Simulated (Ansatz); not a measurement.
## Nudged elastic band, with input and output: C₃H₆OSi (part 1 of 2)

- system: C₃H₆OSi
- method: RKS B3LYP-D4/6-31G (Ansatz 0.2.0)

It belongs to a series of runs on one base structure; here: band between the two ends. Figures and captions count atoms from 1; the log counts them from 0 in places.

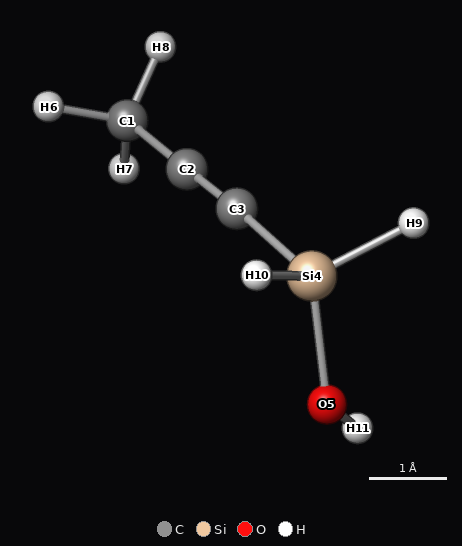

*The structure as given in the input (ball-and-stick view, seen at a tilt; atoms are numbered from 1 in the order of the input).*

Bond lengths as drawn: C–C 1.22 to 1.46 Å, C–H 1.10 Å, C–Si 1.84 Å, H–O 0.97 Å, H–Si 1.49 to 1.50 Å and O–Si 1.73 Å.

### Results in brief

| quantity | value |
| --- | --- |
| outcome | converged |
| barrier, forward | 3.049 eV |
| barrier, backward | 1.735 eV |
| hardware | 1 thread of Arm Neoverse V2, 24 GiB of memory available, shared host |
| wall time | 12 min |
| peak memory | 0.14 GiB |

The order of the saddle point was not checked.

### Input file
```yaml
crystal:
  periodic: [false, false, false]
  atoms:
    - { symbol: C, position_ang: [-0.331501, -1.87236, 1.653854] }
    - { symbol: C, position_ang: [-0.04823, -0.721841, 0.803637] }
    - { symbol: C, position_ang: [0.201134, 0.250673, 0.107133] }
    - { symbol: Si, position_ang: [0.527561, 1.663563, -1.03348] }
    - { symbol: O, position_ang: [0.022212, 1.327029, -2.653871] }
    - { symbol: H, position_ang: [0.580797, -2.438915, 1.875093] }
    - { symbol: H, position_ang: [-1.037267, -2.558414, 1.169981] }
    - { symbol: H, position_ang: [-0.772451, -1.563899, 2.609275] }
    - { symbol: H, position_ang: [-0.180586, 2.87192, -0.483723] }
    - { symbol: H, position_ang: [1.99298, 1.911369, -1.154437] }
    - { symbol: H, position_ang: [-0.889251, 1.073675, -2.872863] }
basis:
  gaussian: { orbitals: "6-31G" }
hamiltonian:
  xc: b3lyp
  dispersion: d4
neb:
  order_check: false
  images: 7
  f_tol: 0.05
  max_iterations: 56
  final_atoms:
    - { symbol: C, position_ang: [-0.15796606, -1.29675481, 1.12599952] }
    - { symbol: C, position_ang: [-0.2200511, 0.14822261, 0.94887944] }
    - { symbol: C, position_ang: [-0.27795525, 1.3682687, 0.79153449] }
    - { symbol: Si, position_ang: [0.96133881, 1.36844101, -1.23303123] }
    - { symbol: O, position_ang: [-0.26482102, 1.00396947, -2.43248567] }
    - { symbol: H, position_ang: [0.87348046, -1.63911545, 1.26229645] }
    - { symbol: H, position_ang: [-0.5745116, -1.82163376, 0.25879892] }
    - { symbol: H, position_ang: [-0.73761527, -1.59787842, 2.00901348] }
    - { symbol: H, position_ang: [-0.54288255, 2.38313954, 0.98754379] }
    - { symbol: H, position_ang: [1.51784975, -0.08384411, -0.97020897] }
    - { symbol: H, position_ang: [-0.51146816, 0.10998521, -2.72774122] }
  initial_path:
    images:
      - { positions_ang: [[-0.331501, -1.87236, 1.653854], [-0.04823, -0.721841, 0.803637], [0.201134, 0.250673, 0.107133], [0.527561, 1.663563, -1.03348], [0.022212, 1.327029, -2.653871], [0.580797, -2.438915, 1.875093], [-1.037267, -2.558414, 1.169981], [-0.772451, -1.563899, 2.609275], [-0.180586, 2.87192, -0.483723], [1.99298, 1.911369, -1.154437], [-0.889251, 1.073675, -2.872863]] }
      - { positions_ang: [[-0.33103165, -1.84363933, 1.64000328], [-0.05198395, -0.68491379, 0.78374995], [0.19323277, 0.28002489, 0.0818101], [0.56518677, 1.7037243, -1.048895], [-0.02094145, 1.41117456, -2.6350356], [0.5681243, -2.39274248, 1.86622214], [-1.03887949, -2.51702505, 1.1511003], [-0.77920359, -1.51262932, 2.58526975], [-0.20828238, 2.56634378, -0.39853673], [2.01144072, 1.90897475, -1.1905905], [-0.84226405, 1.02350769, -2.81449869]] }
      - { positions_ang: [[-0.33056229, -1.81491866, 1.62615255], [-0.05573789, -0.64798658, 0.7638629], [0.18533154, 0.30937677, 0.05648721], [0.60281253, 1.74388559, -1.06431001], [-0.06409489, 1.49532013, -2.6162002], [0.5554516, -2.34656996, 1.85735128], [-1.04049199, -2.47563609, 1.13221959], [-0.78595619, -1.46135965, 2.5612645], [-0.23597877, 2.26076756, -0.31335046], [2.02990144, 1.9065805, -1.226744], [-0.7952771, 0.97334038, -2.75613437]] }
      - { positions_ang: [[-0.33009294, -1.78619799, 1.61230183], [-0.05949184, -0.61105937, 0.74397585], [0.17743032, 0.33872866, 0.03116431], [0.6404383, 1.78404689, -1.07972501], [-0.10724834, 1.57946569, -2.5973648], [0.5427789, -2.30039744, 1.84848043], [-1.04210448, -2.43424714, 1.11333889], [-0.79270878, -1.41008997, 2.53725925], [-0.26367515, 1.95519134, -0.22816419], [2.04836216, 1.90418626, -1.2628975], [-0.74829015, 0.92317307, -2.69777006]] }
      - { positions_ang: [[-0.32962358, -1.75747732, 1.5984511], [-0.06324578, -0.57413216, 0.7240888], [0.16952909, 0.36808054, 0.00584142], [0.67806407, 1.82420819, -1.09514001], [-0.15040179, 1.66361126, -2.5785294], [0.5301062, -2.25422493, 1.83960957], [-1.04371698, -2.39285819, 1.09445818], [-0.79946137, -1.3588203, 2.513254], [-0.29137153, 1.64961512, -0.14297792], [2.06682288, 1.90179201, -1.299051], [-0.7013032, 0.87300577, -2.63940574]] }
      - { positions_ang: [[-0.2867092, -1.64229669, 1.48033821], [-0.10244711, -0.39354347, 0.78028646], [0.057658, 0.61812758, 0.20226469], [0.74888275, 1.71026639, -1.12961282], [-0.1790066, 1.49870081, -2.54201847], [0.61594977, -2.10044756, 1.69528129], [-0.92641563, -2.25005208, 0.88554337], [-0.78399985, -1.41858483, 2.38719387], [-0.35424929, 1.83299623, 0.13965251], [1.9295796, 1.40538298, -1.21684049], [-0.65384444, 0.68225063, -2.66148961]] }
      - { positions_ang: [[-0.24379482, -1.52711606, 1.36222531], [-0.14164844, -0.21295477, 0.83648412], [-0.05421308, 0.86817462, 0.39868796], [0.81970144, 1.5963246, -1.16408562], [-0.2076114, 1.33379037, -2.50550753], [0.70179333, -1.94667019, 1.55095301], [-0.80911429, -2.10724598, 0.67662855], [-0.76853832, -1.47834936, 2.26113374], [-0.41712704, 2.01637733, 0.42228294], [1.79233631, 0.90897395, -1.13462999], [-0.60638568, 0.49149549, -2.68357348]] }
      - { positions_ang: [[-0.20088044, -1.41193543, 1.24411242], [-0.18084977, -0.03236608, 0.89268178], [-0.16608417, 1.11822166, 0.59511122], [0.89052013, 1.4823828, -1.19855843], [-0.23621621, 1.16887992, -2.4689966], [0.78763689, -1.79289282, 1.40662473], [-0.69181294, -1.96443987, 0.46771374], [-0.75307679, -1.53811389, 2.13507361], [-0.4800048, 2.19975843, 0.70491336], [1.65509303, 0.41256492, -1.05241948], [-0.55892692, 0.30074035, -2.70565735]] }
      - { positions_ang: [[-0.15796606, -1.29675481, 1.12599952], [-0.2200511, 0.14822261, 0.94887944], [-0.27795525, 1.3682687, 0.79153449], [0.96133881, 1.36844101, -1.23303123], [-0.26482102, 1.00396947, -2.43248567], [0.87348046, -1.63911545, 1.26229645], [-0.5745116, -1.82163376, 0.25879892], [-0.73761527, -1.59787842, 2.00901348], [-0.54288255, 2.38313954, 0.98754379], [1.51784975, -0.08384411, -0.97020897], [-0.51146816, 0.10998521, -2.72774122]] }
```

Launch command:
```bash
ansatz run input.yaml --threads 1 --pin off --max-ram 2048MiB --backend cpu --events-out ev --progress --plain --runs-dir out
```

### What the program printed
```
Engine: ansatz 0.2.0, aarch64-unknown-linux-gnu
Functional definition: B3LYP
  parameter a0 = 0.2
  parameter ax = 0.72
  parameter ac = 0.81
  exchange = (1 - a0 - ax)*slater_x + ax*b88_x + a0*exact_x
  correlation = (1 - ac)*vwn_rpa_c + ac*lyp_c
851 factors; integrals over basis functions are off by at most 1.6e-4 eV
mean field evaluation 1: about -13122.2761 eV, gradient 6.2e1 eV
mean field evaluation 2: about -13111.6211 eV, gradient 9.6e1 eV
mean field evaluation 4: about -13130.4289 eV, gradient 3.0e0 eV
mean field evaluation 8: about -13130.4892 eV, gradient 1.5e-1 eV
mean field evaluation 16: about -13130.4893 eV, gradient 1.2e-5 eV
mean field -13130.48928129 eV, -482.5365809221 hartree, gradient 1.2e-5 eV, S^2 0.000000; 0 other end points of the search recorded, 0 dependent functions left out
the calculation of the forces begins
reference -13130.48953196 eV, -482.5365901339 hartree; 23, 23 occupied and 38, 38 virtual orbitals, 851 factors
851 factors; integrals over basis functions are off by at most 1.7e-4 eV
mean field evaluation 32: about -13129.1123 eV, gradient 2.8e-5 eV
mean field -13129.11227739 eV, -482.4859769620 hartree, gradient 2.8e-5 eV, S^2 0.000000; 0 other end points of the search recorded, 0 dependent functions left out
[... from here on the field's lines of each further geometry are left out, up to the last ...]
NEB iter   1: max|band force component| = 9.859e0 eV/Å  barrier→ = 5.6607 eV  barrier← = 4.3465 eV  Δτ_max = 0.1985 Å  (240 SCF iters)
NEB iter   2: max|band force component| = 3.952e0 eV/Å  barrier→ = 3.7894 eV  barrier← = 2.4751 eV  Δτ_max = 0.1994 Å  (211 SCF iters)
NEB iter   3: max|band force component| = 3.091e0 eV/Å  barrier→ = 3.4747 eV  barrier← = 2.1605 eV  Δτ_max = 0.1995 Å  (212 SCF iters)
NEB iter   4: max|band force component| = 2.088e0 eV/Å  barrier→ = 3.0992 eV  barrier← = 1.7850 eV  Δτ_max = 0.2000 Å  (219 SCF iters)
NEB iter   5: max|band force component| = 3.585e0 eV/Å  barrier→ = 3.3879 eV  barrier← = 2.0736 eV  Δτ_max = 0.0994 Å  (210 SCF iters)
NEB iter   6: max|band force component| = 1.448e0 eV/Å  barrier→ = 3.4456 eV  barrier← = 2.1314 eV  Δτ_max = 0.1994 Å  (213 SCF iters)
NEB iter   7: max|band force component| = 2.317e0 eV/Å  barrier→ = 3.2660 eV  barrier← = 1.9517 eV  Δτ_max = 0.1040 Å  (219 SCF iters)
NEB iter   8: max|band force component| = 2.028e0 eV/Å  barrier→ = 2.9874 eV  barrier← = 1.6731 eV  Δτ_max = 0.1013 Å  (211 SCF iters)
NEB iter   9: max|band force component| = 2.277e0 eV/Å  barrier→ = 2.6462 eV  barrier← = 1.3319 eV  Δτ_max = 0.0504 Å  (208 SCF iters)
NEB iter  10: max|band force component| = 1.816e0 eV/Å  barrier→ = 2.4189 eV  barrier← = 1.1047 eV  Δτ_max = 0.0502 Å  (213 SCF iters)
NEB iter  11: max|band force component| = 5.348e-1 eV/Å  barrier→ = 2.3371 eV  barrier← = 1.0229 eV  Δτ_max = 0.1008 Å  (216 SCF iters)
NEB iter  12: max|band force component| = 1.209e0 eV/Å  barrier→ = 2.4649 eV  barrier← = 1.1506 eV  Δτ_max = 0.0510 Å  (212 SCF iters)
NEB iter  13: max|band force component| = 7.506e-1 eV/Å  barrier→ = 2.2500 eV  barrier← = 0.9357 eV  Δτ_max = 0.0502 Å  (216 SCF iters)
NEB iter  14: max|band force component| = 1.327e0 eV/Å  barrier→ = 2.1405 eV  barrier← = 0.8263 eV  CI = image 4  Δτ_max = 0.1012 Å  (215 SCF iters)
NEB iter  15: max|band force component| = 1.030e0 eV/Å  barrier→ = 2.3095 eV  barrier← = 0.9953 eV  CI = image 4  Δτ_max = 0.0998 Å  (215 SCF iters)
NEB iter  16: max|band force component| = 1.239e0 eV/Å  barrier→ = 2.5557 eV  barrier← = 1.2415 eV  CI = image 4  Δτ_max = 0.1011 Å  (218 SCF iters)
NEB iter  17: max|band force component| = 1.453e0 eV/Å  barrier→ = 2.7847 eV  barrier← = 1.4704 eV  CI = image 4  Δτ_max = 0.1004 Å  (212 SCF iters)
NEB iter  18: max|band force component| = 1.372e0 eV/Å  barrier→ = 2.9213 eV  barrier← = 1.6071 eV  CI = image 4  Δτ_max = 0.1005 Å  (201 SCF iters)
NEB iter  19: max|band force component| = 1.015e0 eV/Å  barrier→ = 3.0478 eV  barrier← = 1.7336 eV  CI = image 4  Δτ_max = 0.1958 Å  (217 SCF iters)
NEB iter  20: max|band force component| = 1.601e0 eV/Å  barrier→ = 3.1753 eV  barrier← = 1.8611 eV  CI = image 4  Δτ_max = 0.1008 Å  (215 SCF iters)
NEB iter  21: max|band force component| = 3.664e-1 eV/Å  barrier→ = 3.0836 eV  barrier← = 1.7693 eV  CI = image 4  Δτ_max = 0.1997 Å  (198 SCF iters)
NEB iter  22: max|band force component| = 3.128e0 eV/Å  barrier→ = 3.0711 eV  barrier← = 1.7569 eV  CI = image 4  Δτ_max = 0.0995 Å  (214 SCF iters)
NEB iter  23: max|band force component| = 4.057e-1 eV/Å  barrier→ = 3.0601 eV  barrier← = 1.7458 eV  CI = image 4  Δτ_max = 0.2000 Å  (202 SCF iters)
NEB iter  24: max|band force component| = 8.288e-1 eV/Å  barrier→ = 3.0522 eV  barrier← = 1.7380 eV  CI = image 4  Δτ_max = 0.1030 Å  (211 SCF iters)
NEB iter  25: max|band force component| = 4.106e-1 eV/Å  barrier→ = 3.0507 eV  barrier← = 1.7365 eV  CI = image 4  Δτ_max = 0.1025 Å  (201 SCF iters)
NEB iter  26: max|band force component| = 4.326e-1 eV/Å  barrier→ = 3.0500 eV  barrier← = 1.7358 eV  CI = image 4  Δτ_max = 0.0506 Å  (199 SCF iters)
NEB iter  27: max|band force component| = 2.454e-1 eV/Å  barrier→ = 3.0496 eV  barrier← = 1.7353 eV  CI = image 4  Δτ_max = 0.1013 Å  (202 SCF iters)
NEB iter  28: max|band force component| = 7.883e-1 eV/Å  barrier→ = 3.0495 eV  barrier← = 1.7352 eV  CI = image 4  Δτ_max = 0.0504 Å  (188 SCF iters)
NEB iter  29: max|band force component| = 3.985e-1 eV/Å  barrier→ = 3.0494 eV  barrier← = 1.7352 eV  CI = image 4  Δτ_max = 0.0501 Å  (181 SCF iters)
NEB iter  30: max|band force component| = 8.669e-1 eV/Å  barrier→ = 3.0494 eV  barrier← = 1.7352 eV  CI = image 4  Δτ_max = 0.0252 Å  (177 SCF iters)
NEB iter  31: max|band force component| = 1.612e-1 eV/Å  barrier→ = 3.0494 eV  barrier← = 1.7352 eV  CI = image 4  Δτ_max = 0.0504 Å  (173 SCF iters)
NEB iter  32: max|band force component| = 3.069e-1 eV/Å  barrier→ = 3.0494 eV  barrier← = 1.7352 eV  CI = image 4  Δτ_max = 0.0251 Å  (176 SCF iters)
NEB iter  33: max|band force component| = 2.264e-1 eV/Å  barrier→ = 3.0494 eV  barrier← = 1.7352 eV  CI = image 4  Δτ_max = 0.0250 Å  (176 SCF iters)
NEB iter  34: max|band force component| = 1.449e-1 eV/Å  barrier→ = 3.0494 eV  barrier← = 1.7352 eV  CI = image 4  Δτ_max = 0.0125 Å  (173 SCF iters)
NEB iter  35: max|band force component| = 1.101e-1 eV/Å  barrier→ = 3.0494 eV  barrier← = 1.7352 eV  CI = image 4  Δτ_max = 0.0125 Å  (165 SCF iters)
NEB iter  36: max|band force component| = 7.610e-2 eV/Å  barrier→ = 3.0494 eV  barrier← = 1.7352 eV  CI = image 4  Δτ_max = 0.0126 Å  (166 SCF iters)
```
